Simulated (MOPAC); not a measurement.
## Frequency calculation, with input and output: ZrF4

System: ZrF4.
Method: PM7, closed shell, dispersion built in (MOPAC 23.2.5).

The geometry was optimised with PM7.

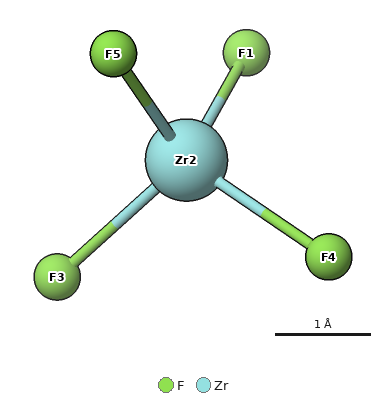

Figure 1. The input geometry (ball-and-stick view, seen at a tilt; atoms are numbered from 1 in the order of the input). Sticks mark near contacts. Bond lengths as drawn: F–Zr 1.95 Å.

### Input file (f4zr.mop)
```
FORCE THERMO(200,600,200) SINGLET PM7 AUX(PRECISION=9) THREADS=1
F4Zr, PM7

F -0.943435 1 -0.116196 1 1.700851 1
Zr 0.000029 1 0.000350 1 -0.004733 1
F 1.670982 1 -1.003880 1 0.105852 1
F -1.117783 1 -0.749254 1 -1.419427 1
F 0.390219 1 1.871027 1 -0.406017 1
```

Run as:
```bash
mopac f4zr.mop
```

### The program's output
```
MOPAC v23.2.5
PM7 CALCULATION RESULTS

 *  PM7        - The PM7 Hamiltonian to be used
 *  SINGLET    - SPIN STATE DEFINED AS A SINGLET
 *  FORCE      - FORCE CALCULATION SPECIFIED
 *  THREADS=1  - MULTI-THREADING NOT USED
 *  AUX        - OUTPUT AUXILIARY INFORMATION
 *  THERMO     - THERMODYNAMIC QUANTITIES TO BE CALCULATED
FORCE THERMO(200,600,200) SINGLET PM7 AUX(PRECISION=9) THREADS=1
 F4Zr, PM7

   ATOM   CHEMICAL          X               Y               Z
  NUMBER   SYMBOL      (ANGSTROMS)     (ANGSTROMS)     (ANGSTROMS)

     1       F         -0.94343500  *  -0.11619600  *   1.70085100  *
     2      Zr          0.00002900  *   0.00035000  *  -0.00473300  *
     3       F          1.67098200  *  -1.00388000  *   0.10585200  *
     4       F         -1.11778300  *  -0.74925400  *  -1.41942700  *
     5       F          0.39021900  *   1.87102700  *  -0.40601700  *

          CARTESIAN COORDINATES

    NO.       ATOM           X           Y           Z

     1         F         -0.9434     -0.1162      1.7009
     2        Zr          0.0000      0.0004     -0.0047
     3         F          1.6710     -1.0039      0.1059
     4         F         -1.1178     -0.7493     -1.4194
     5         F          0.3902      1.8710     -0.4060

           Empirical Formula: F4 Zr  =     5 atoms

      MOLECULAR POINT GROUP   :   Td

 SINGLET STATE CALCULATION

      RHF CALCULATION, NO. OF DOUBLY OCCUPIED LEVELS = 16

          HEAT OF FORMATION =    -375.300475 KCALS/MOLE

          CARTESIAN COORDINATE DERIVATIVES

   NUMBER  ATOM         X            Y            Z

     1       F      0.001304    -0.000731    -0.001876
     2      Zr      0.003479     0.001178     0.002689
     3       F     -0.001184     0.003974    -0.002755
     4       F     -0.000819    -0.004363    -0.000460
     5       F     -0.002782    -0.000061     0.002399

 DIPOLE           X         Y         Z       TOTAL
 POINT-CHG.     0.000     0.000     0.001     0.001
 HYBRID         0.000     0.000     0.000     0.000
 SUM            0.001     0.001     0.001     0.001

          GRADIENT NORM =   0.00920

          MOLECULAR WEIGHT =  167.21

          ROTATIONAL CONSTANTS IN CM(-1)

          A =    0.08727690   B =    0.08726961   C =    0.08726808

           PRINCIPAL MOMENTS OF INERTIA IN UNITS OF 10**(-40)*GRAM-CM**2

          A =      320.7349   B =      320.7617   C =      320.7674

          ORIENTATION OF MOLECULE IN FORCE CALCULATION

    NO.       ATOM         X         Y         Z

     1          F      -1.9526    0.0000    0.0000
     2         Zr       0.0000    0.0000    0.0000
     3          F       0.6509    1.8410    0.0000
     4          F       0.6509   -0.9207    1.5942
     5          F       0.6507   -0.9204   -1.5944

    FIRST DERIVATIVES WILL BE USED IN THE CALCULATION OF SECOND DERIVATIVES

          ESTIMATED TIME TO COMPLETE CALCULATION =        0.00 SECONDS

    FOR POINT-GROUP Td   THERE ARE  24 UNIQUE SYMMETRY FUNCTIONS.

 STEP:   1 TIME =     0.01 SECS, INTEGRAL =      0.01 TIME LEFT: 172799.99
 STEP:   2 TIME =     0.00 SECS, INTEGRAL =      0.01 TIME LEFT: 172799.99
 STEP:   3 TIME =     0.01 SECS, INTEGRAL =      0.02 TIME LEFT: 172799.98
 STEP:   4 TIME =     0.00 SECS, INTEGRAL =      0.02 TIME LEFT: 172799.98
 STEP:   5 TIME =     0.01 SECS, INTEGRAL =      0.02 TIME LEFT: 172799.98
 STEP:   6 TIME =     0.01 SECS, INTEGRAL =      0.03 TIME LEFT: 172799.97
 STEP:   7                       INTEGRAL =      0.03 TIME LEFT: 172799.97
 STEP:   8                       INTEGRAL =      0.03 TIME LEFT: 172799.97
 STEP:   9                       INTEGRAL =      0.03 TIME LEFT: 172799.97
 STEP:  10                       INTEGRAL =      0.03 TIME LEFT: 172799.97
 STEP:  11                       INTEGRAL =      0.03 TIME LEFT: 172799.97
 STEP:  12                       INTEGRAL =      0.03 TIME LEFT: 172799.97
 STEP:  13                       INTEGRAL =      0.03 TIME LEFT: 172799.97
 STEP:  14                       INTEGRAL =      0.03 TIME LEFT: 172799.97
 STEP:  15                       INTEGRAL =      0.03 TIME LEFT: 172799.97

(To convert to Hartree/Bohr^2, multiply by (10^(-21) x N x a0^2)/(4.184 x 627.51) =  0.0642)

           FORCE MATRIX IN MILLIDYNES/ANGSTROM

                  F  1      Zr  2       F  3       F  4       F  5
 ------------------------------------------------------------------
     F    1   3.055633
    Zr    2   3.125820   8.216805
     F    3   0.103299   3.125725   3.055633
     F    4   0.103422   3.125160   0.103422   3.055633
     F    5   0.103440   3.125435   0.103440   0.103440   3.055633

          HEAT OF FORMATION =    -375.300475 KCALS/MOLE

          ZERO POINT ENERGY       4.331 KCAL/MOL

           NORMAL COORDINATE ANALYSIS (Total motion = 1 Angstrom)

   Root No.       1         2         3         4         5         6         7         8

                 1 E       1 E       1 T2      1 T2      1 T2      1 A1      2 T2      2 T2

                 140.1     140.1     146.4     146.4     146.4     533.4     592.3     592.3

           1    0.0000    0.0000    0.0319    0.0115   -0.1279    0.2500    0.3502    0.2455
           2    0.2425    0.0608    0.1294    0.2212    0.0523   -0.0000   -0.0067    0.0086
           3   -0.0608    0.2425    0.2206   -0.1364    0.0421   -0.0000    0.0048   -0.0056
           4    0.0000    0.0000    0.0263    0.0095   -0.1054   -0.0000   -0.1033   -0.0725
           5   -0.0000   -0.0000   -0.0538   -0.0919   -0.0217    0.0000    0.0629   -0.0810
           6    0.0000   -0.0000   -0.0916    0.0566   -0.0175    0.0000   -0.0454    0.0527
           7   -0.2286   -0.0574   -0.1139   -0.1237    0.1866   -0.0833   -0.0162    0.1177
           8    0.0808    0.0203   -0.0137   -0.0637   -0.1375   -0.2357   -0.0835    0.3196
           9    0.0608   -0.2425    0.2206   -0.1364    0.0421   -0.0000    0.0048   -0.0056
          10    0.1639   -0.1693   -0.1124    0.0891    0.2064   -0.0833    0.1217   -0.0547
          11   -0.1265   -0.1805    0.1989    0.0629    0.1191    0.1179   -0.1633    0.0970
          12   -0.1400   -0.0351    0.1002    0.1379   -0.0737   -0.2041    0.2759   -0.1586
          13    0.0647    0.2267    0.0682   -0.0226    0.2409   -0.0833    0.0405    0.0395
          14   -0.1968    0.0995   -0.0565    0.2208    0.0703    0.1178   -0.0484   -0.0363
          15    0.1400    0.0351   -0.1015   -0.1371    0.0735    0.2041   -0.0675   -0.0834

   Root No.       9

                 2 T2

                 592.3

           1   -0.0106
           2    0.0080
           3    0.0118
           4    0.0031
           5   -0.0748
           6   -0.1107
           7    0.0757
           8    0.2231
           9    0.0118
          10    0.0588
          11   -0.0756
          12    0.1565
          13   -0.1389
          14    0.2039
          15    0.3512

           MASS-WEIGHTED COORDINATE ANALYSIS (NORMAL COORDINATES)

   Root No.       1         2         3         4         5         6         7         8

                 1 E       1 E       1 T2      1 T2      1 T2      1 A1      2 T2      2 T2

                 140.1     140.1     146.4     146.4     146.4     533.4     592.3     592.3

           1    0.0000    0.0000    0.0649    0.0289   -0.2475    0.5000    0.5923    0.4680
           2    0.4875    0.1112    0.2412    0.4354    0.1141   -0.0000   -0.0119    0.0155
           3   -0.1113    0.4875    0.4314   -0.2606    0.0825   -0.0000    0.0086   -0.0103
           4    0.0000    0.0000    0.1170    0.0523   -0.4468   -0.0000   -0.3830   -0.3027
           5   -0.0000   -0.0000   -0.2196   -0.3963   -0.1038    0.0000    0.2455   -0.3198
           6    0.0000   -0.0000   -0.3926    0.2372   -0.0751    0.0000   -0.1773    0.2110
           7   -0.4596   -0.1050   -0.2211   -0.2537    0.3549   -0.1667   -0.0332    0.2156
           8    0.1625    0.0371   -0.0206   -0.1196   -0.2706   -0.4714   -0.1584    0.5838
           9    0.1113   -0.4874    0.4314   -0.2606    0.0825   -0.0000    0.0086   -0.0103
          10    0.3206   -0.3456   -0.2267    0.1618    0.4020   -0.1667    0.2124   -0.0962
          11   -0.2607   -0.3556    0.3800    0.1254    0.2398    0.2357   -0.2861    0.1724
          12   -0.2815   -0.0642    0.1911    0.2763   -0.1352   -0.4082    0.4833   -0.2819
          13    0.1389    0.4505    0.1265   -0.0516    0.4696   -0.1666    0.0678    0.0758
          14   -0.3893    0.2072   -0.1195    0.4272    0.1442    0.2357   -0.0815   -0.0709
          15    0.2814    0.0642   -0.1936   -0.2748    0.1347    0.4083   -0.1119   -0.1599

   Root No.       9

                 2 T2

                 592.3

           1   -0.0156
           2    0.0134
           3    0.0196
           4    0.0101
           5   -0.2754
           6   -0.4031
           7    0.1275
           8    0.3753
           9    0.0196
          10    0.0973
          11   -0.1249
          12    0.2591
          13   -0.2312
          14    0.3398
          15    0.5850

          DESCRIPTION OF VIBRATIONS

 VIBRATION          2    1E          ATOM PAIR     ENERGY CONTRIBUTION    RADIAL
 FREQUENCY           140.12         F 1 -- Zr2         +25.0% ( 36.8%)      0.0%
 TRANSITION DIPOLE   0.0000         Zr2 -- F 5         +25.0% ( 36.8%)      0.0%
 TRAVEL (Ang.)       0.3183         Zr2 -- F 4         +25.0% ( 36.8%)      0.0%
 REDUCED MASS        4.7496         Zr2 -- F 3         +25.0% ( 36.8%)      0.0%
 EFFECTIVE MASS     18.9984
 FORCE CONSTANT      0.0549

 VIBRATION          5    1T2         ATOM PAIR     ENERGY CONTRIBUTION    RADIAL
 FREQUENCY           146.36         Zr2 -- F 5         +33.0% (110.3%)      0.0%
 TRANSITION DIPOLE   2.7502         Zr2 -- F 4         +30.2% (105.5%)      0.6%
 TRAVEL (Ang.)       0.2471         Zr2 -- F 3         +26.3% ( 98.4%)      1.7%
 REDUCED MASS        7.5388         F 1 -- Zr2         +10.5% ( 62.1%)     35.4%
 EFFECTIVE MASS     52.7787
 FORCE CONSTANT      0.0951

 VIBRATION          6    1A1         ATOM PAIR     ENERGY CONTRIBUTION    RADIAL
 FREQUENCY           533.42         F 1 -- Zr2         +25.0% ( 48.9%)    100.0%
 TRANSITION DIPOLE   0.0000         Zr2 -- F 4         +25.0% ( 48.9%)    100.0%
 TRAVEL (Ang.)       0.1631         Zr2 -- F 3         +25.0% ( 48.9%)    100.0%
 REDUCED MASS        4.7496         Zr2 -- F 5         +25.0% ( 48.9%)    100.0%
 EFFECTIVE MASS     18.9984
 FORCE CONSTANT      0.7962

 VIBRATION          9    2T2         ATOM PAIR     ENERGY CONTRIBUTION    RADIAL
 FREQUENCY           592.30         Zr2 -- F 5         +58.6% ( 83.4%)     98.1%
 TRANSITION DIPOLE   5.4678         Zr2 -- F 3         +21.6% ( 50.6%)     69.2%
 TRAVEL (Ang.)       0.1027         Zr2 -- F 4         +14.7% ( 41.8%)     53.1%
 REDUCED MASS       10.7804         F 1 -- Zr2          +5.1% ( 24.7%)      0.3%
 EFFECTIVE MASS     31.4070
 FORCE CONSTANT      2.2283

      SYMMETRY NUMBER FOR POINT-GROUP Td  = 12

          SYSTEM IS A GROUND STATE

 F4Zr, PM7

          MOLECULE IS NOT LINEAR

          THERE ARE  9 GENUINE VIBRATIONS IN THIS SYSTEM
          THIS THERMODYNAMICS CALCULATION IS LIMITED TO
          MOLECULES WHICH HAVE NO INTERNAL ROTATIONS

                    CALCULATED THERMODYNAMIC PROPERTIES
                                          *
   TEMP. (K)   PARTITION FUNCTION   H.O.F.    ENTHALPY  HEAT CAPACITY ENTROPY
                                   KCAL/MOL   CAL/MOLE    CAL/K/MOL  CAL/K/MOL

 298.00  VIB.     0.4109D+02                  2485.1427    13.8640    15.7234
         ROT.     0.1708D+05                   888.2803     2.9808    22.3471
         INT.     0.7017D+06                  3373.4230    16.8448    38.0705
         TRA.     0.2090D+28                  1480.4672     4.9680    41.2482
         TOT.                     -375.300    4853.8901    21.8128    79.3187

 200.00  VIB.     0.9582D+01                  1239.5354    11.3242    10.6885
         ROT.     0.9389D+04                   596.1613     2.9808    21.1584
         INT.     0.8997D+05                  1835.6966    14.3050    31.8470
         TRA.     0.1149D+28                   993.6021     4.9680    39.2671
         TOT.                     -377.325    2829.2988    19.2730    71.1140

 400.00  VIB.     0.1594D+03                  3981.6247    15.3314    20.0316
         ROT.     0.2656D+05                  1192.3226     2.9808    23.2246
         INT.     0.4232D+07                  5173.9473    18.3122    43.2562
         TRA.     0.3251D+28                  1987.2043     4.9680    42.7107
         TOT.                     -372.993    7161.1515    23.2802    85.9669

 600.00  VIB.     0.1504D+04                  7199.1602    16.6280    26.5370
         ROT.     0.4879D+05                  1788.4838     2.9808    24.4332
         INT.     0.7339D+08                  8987.6440    19.6088    50.9702
         TRA.     0.5972D+28                  2980.8064     4.9680    44.7250
         TOT.                     -368.186   11968.4504    24.5768    95.6952

   *: NOTE: HEATS OF FORMATION ARE RELATIVE TO THE
            ELEMENTS IN THEIR STANDARD STATE AT 298K
              (=  Standard Enthalpy of Formation).

            Hvib:  Zero-point energy is not included.
                   frequencies of less than zero cm-1 are not included.
            Hrot = (3/2)RT
            Htra = (3/2)RT + pV = (5/2)RT

            Heat capacity is Cp, not Cv

           FORCE CONSTANT IN CARTESIAN COORDINATES (Millidynes/A)

    ATOM   CHEMICAL       X               Y               Z
   NUMBER   SYMBOL  FORCE CONSTANT  FORCE CONSTANT  FORCE CONSTANT

      1       F        3.050751        0.119266        0.119266
      2      Zr        4.744114        4.744114        4.744114
      3       F        0.445030        2.724987        0.119266
      4       F        0.445080        0.770838        2.073365
      5       F        0.444849        0.770620        2.073814

 *                    *
 * JOB ENDED NORMALLY *
 *                    *

 TOTAL JOB TIME:             0.04 SECONDS

 == MOPAC DONE ==
```

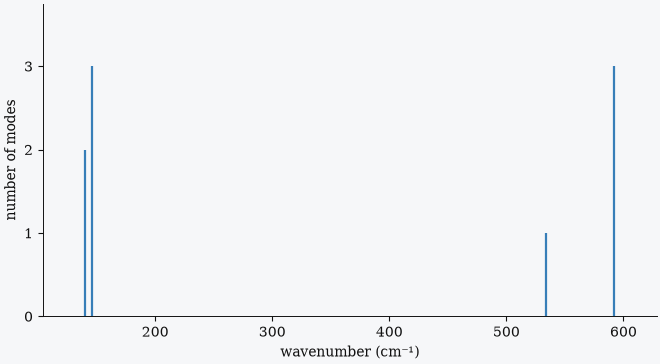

Figure 2. Harmonic vibrational wavenumbers from the force constants; neighbouring modes closer than 3 cm⁻¹ are counted in one stick. 9 modes from 140 to 592 cm⁻¹, none imaginary.

### Results in brief

| quantity | value |
| --- | --- |
| outcome | converged |
| heat of formation | −375.30 kcal/mol |
| basis functions | 25 |
| zero-point energy | 0.006902 hartree |
| wavenumbers, lowest and highest | 140 and 592 cm⁻¹ |
| hardware | 1 thread of Arm Neoverse V1, 24 GiB of memory available, shared host |
| peak memory | 0.072 GiB |

### Remarks

MOPAC's energies along a path are heats of formation.
